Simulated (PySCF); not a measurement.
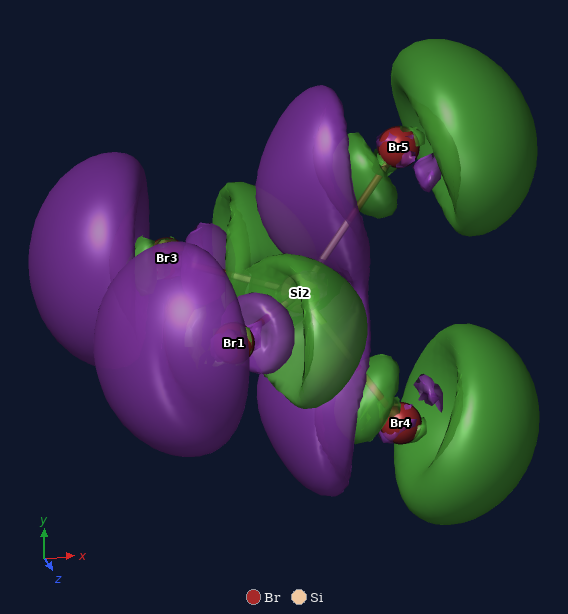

Figure 1: Br4Si, SMILES `Br[Si](Br)(Br)Br`. Change of the electron density in a uniform field of 0.21 V/Å, surfaces at ±0.0015 e/Å³ (purple: gain, green: loss).

Method: PBE/def2-TZVP; geometry: GFN2-xTB; program: PySCF. No frequency check shows the geometry to be a minimum. A basis without diffuse functions makes polarisabilities too small. GFN2-xTB bond lengths at metals and heavier atoms can be off by up to 0.1 Å and shapes distorted, which carries into these values.

Cartesian coordinates (Å):

```
Br1     -1.2757    0.0568    1.8031
Si2      0.0004    0.0003    0.0002
Br3     -1.2758   -0.0568   -1.8031
Br4      1.2756   -1.8032    0.0567
Br5      1.2758    1.8031   -0.0568
```

Q: Along which Cartesian direction does the field point?

A: Along +x: electrons gather on the −x side, against the field.

Q: What dipole is induced, and what polarisability does it imply?

A: The induced dipole is 1.06 D (along the field); α along this axis, from the fields in both directions, is 104 bohr³ (15.5 Å³).

Q: Which atoms gain and lose the most charge?

A: Electrons gather most on Br1 and Br3 alike (Hirshfeld charge changes by −0.019 e) and leave Br4 and Br5 alike most (+0.019 e); 0.080 electrons are displaced in all.
